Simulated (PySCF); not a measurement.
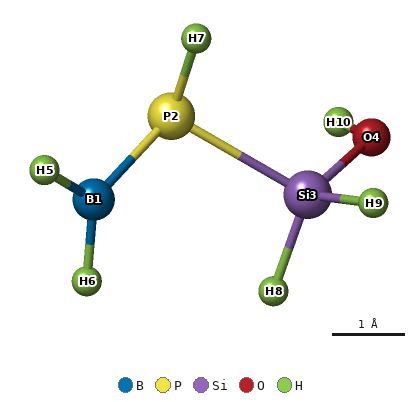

Figure 1. The structure as given in the input (ball-and-stick view, seen at a tilt; atoms are numbered from 1 in the order of the input).

# BSiPH₆O: one change and its effect

System: BSiPH₆O.
Method of run A: GIAO PBE0/pcSseg-2 NMR shielding, non-relativistic, gas phase (PySCF 2.14.0).

The geometry comes from this level: PBE0-D3(BJ)/def2-SVP. Text and figures count atoms from 1; the logs count them from 0 in places.

**Input file, run A**
```
{"job": {"kind": "nmr", "xc": "PBE0", "basis": "pcSseg-2", "pop": false}, "charge": 0, "multiplicity": 1}
B      2.007829    -0.187431    -0.676229
P      0.594611    -0.916951     0.261397
Si    -1.100741     0.547084     0.164168
O     -2.534812    -0.148152     0.640821
H      3.139023    -0.340570    -0.287511
H      1.780614     0.330663    -1.742550
H      0.972455    -1.024536     1.624476
H     -1.102727     0.978279    -1.266497
H     -0.916849     1.707419     1.074104
H     -2.786203    -0.959678     0.189020
```

The first line tells a small driver script what to run in PySCF; the rest is the geometry in Å.

Launched with:
```bash
OMP_NUM_THREADS=1 python <driver script> task.json out
```

Hardware: 1 CPU thread, shared host.

**Output (run A)**
```
coarse grid: 9144 points
cycle   1  E = -734.1595102586  dE =  1.151e-01  |g| = 7.212e-01  |ddm| = 2.200e+00
cycle   2  E = -733.9888147525  dE =  1.707e-01  |g| = 1.187e+00  |ddm| = 1.082e+00
cycle   3  E = -734.2525033549  dE = -2.637e-01  |g| = 8.480e-02  |ddm| = 7.816e-01
cycle   4  E = -734.2538955616  dE = -1.392e-03  |g| = 3.864e-02  |ddm| = 1.066e-01
cycle   5  E = -734.2543525836  dE = -4.570e-04  |g| = 9.085e-03  |ddm| = 4.346e-02
cycle   6  E = -734.2543754028  dE = -2.282e-05  |g| = 3.269e-03  |ddm| = 1.138e-02
cycle   7  E = -734.2543782526  dE = -2.850e-06  |g| = 5.240e-04  |ddm| = 3.354e-03
final grid: 78504 points
cycle   8  E = -734.2612743394  dE = -5.183e-05  |g| = 4.484e-03  |ddm| = 1.981e-02
cycle   9  E = -734.2612706672  dE =  3.672e-06  |g| = 5.999e-03  |ddm| = 6.505e-03
cycle  10  E = -734.2612784477  dE = -7.780e-06  |g| = 7.182e-04  |ddm| = 4.225e-03
cycle  11  E = -734.2612785376  dE = -8.991e-08  |g| = 2.205e-04  |ddm| = 5.983e-04
cycle  12  E = -734.2612785471  dE = -9.456e-09  |g| = 8.822e-05  |ddm| = 2.311e-04
cycle  13  E = -734.2612785493  dE = -2.255e-09  |g| = 1.024e-05  |ddm| = 9.058e-05
cycle  14  E = -734.2612785494  dE = -2.410e-11  |g| = 4.166e-06  |ddm| = 1.361e-05
converged SCF energy = -734.2612785494

GIAO shielding tensors (ppm)
atom      isotropic    diamagn.    paramagn.     s11        s22        s33       span
  0 B       16.983     194.703    -177.720    -87.107     -5.706    143.762    230.869
  1 P      406.283     971.094    -564.811    226.816    472.998    519.036    292.219
  2 Si     358.678     877.333    -518.656    301.861    343.608    430.564    128.703
  3 O      291.825     383.839     -92.014    260.021    298.822    316.632     56.611
  4 H       23.112      29.078      -5.966     15.051     26.492     27.793     12.742
  5 H       23.193      29.999      -6.806     14.517     26.742     28.321     13.804
  6 H       26.916      30.631      -3.714     23.184     25.442     32.123      8.940
  7 H       25.449      29.859      -4.410     21.913     24.501     29.933      8.020
  8 H       25.729      28.781      -3.052     22.078     25.082     30.027      7.948
  9 H       30.475      31.233      -0.759     23.012     26.128     42.284     19.273
```

For run B the input was changed thus:
```diff
-"xc": "PBE0"
+"xc": "CAM-B3LYP"
```

Predict how the results change.

The total energies belong to different methods, so their difference says nothing on which is more stable or more accurate. The HOMO goes from −7.49 to −8.68 eV. The LUMO goes from −1.80 to −0.73 eV. The dipole moment goes from 0.59 to 0.55 D. Of all shieldings, the largest change is that of P2, by −16.0 ppm. The functional changes from PBE0 to CAM-B3LYP. The SCF takes 12 iterations against 14.

**Output (run B)**
```
coarse grid: 9144 points
cycle   1  E = -734.5028965359  dE =  1.075e-01  |g| = 7.299e-01  |ddm| = 2.161e+00
cycle   2  E = -734.4261940783  dE =  7.670e-02  |g| = 1.004e+00  |ddm| = 8.522e-01
cycle   3  E = -734.6001126580  dE = -1.739e-01  |g| = 5.790e-02  |ddm| = 5.338e-01
cycle   4  E = -734.6008451733  dE = -7.325e-04  |g| = 2.047e-02  |ddm| = 6.151e-02
cycle   5  E = -734.6009506387  dE = -1.055e-04  |g| = 4.876e-03  |ddm| = 2.139e-02
cycle   6  E = -734.6009579959  dE = -7.357e-06  |g| = 1.080e-03  |ddm| = 6.352e-03
final grid: 78504 points
cycle   7  E = -734.6066631237  dE = -2.846e-05  |g| = 1.881e-03  |ddm| = 1.230e-02
cycle   8  E = -734.6066633986  dE = -2.749e-07  |g| = 1.295e-03  |ddm| = 2.053e-03
cycle   9  E = -734.6066636544  dE = -2.558e-07  |g| = 4.903e-04  |ddm| = 7.935e-04
cycle  10  E = -734.6066636937  dE = -3.928e-08  |g| = 1.221e-04  |ddm| = 2.893e-04
cycle  11  E = -734.6066636969  dE = -3.249e-09  |g| = 2.523e-05  |ddm| = 1.159e-04
cycle  12  E = -734.6066636972  dE = -3.076e-10  |g| = 1.047e-05  |ddm| = 3.752e-05
converged SCF energy = -734.6066636972

GIAO shielding tensors (ppm)
atom      isotropic    diamagn.    paramagn.     s11        s22        s33       span
  0 B       10.733     193.225    -182.493    -98.774    -11.321    142.293    241.067
  1 P      390.295     970.701    -580.406    206.025    455.350    509.509    303.484
  2 Si     348.055     876.550    -528.494    290.093    333.025    421.048    130.955
  3 O      293.153     383.586     -90.433    261.615    301.034    316.811     55.196
  4 H       23.234      29.220      -5.986     15.046     26.629     28.027     12.981
  5 H       23.311      30.037      -6.726     14.494     26.896     28.542     14.048
  6 H       27.224      30.683      -3.459     23.476     25.813     32.382      8.906
  7 H       25.688      29.806      -4.118     22.178     24.748     30.139      7.961
  8 H       25.941      28.746      -2.804     22.316     25.297     30.211      7.896
  9 H       30.497      31.442      -0.945     23.079     26.134     42.278     19.200
```

**The two runs side by side**

| quantity | run A | run B |
| --- | --- | --- |
| outcome | converged | converged |
| total energy (hartree) | −734.261279 | −734.606664 |
| HOMO (eV) | −7.49 | −8.68 |
| LUMO (eV) | −1.80 | −0.73 |
| dipole moment (D) | 0.59 | 0.55 |
| shielding of B1 (ppm) | 17.0 | 10.7 |
| shielding of P2 (ppm) | 406.3 | 390.3 |
| shielding of Si3 (ppm) | 358.7 | 348.1 |
| shielding of O4 (ppm) | 291.8 | 293.2 |
| shielding of H7 (ppm) | 26.9 | 27.2 |
| shielding of H8 (ppm) | 25.4 | 25.7 |
| shielding of H9 (ppm) | 25.7 | 25.9 |
| SCF iterations | 14 | 12 |
| basis functions | 242 | 242 |
| wall time (shared host) | 27 s | 39 s |
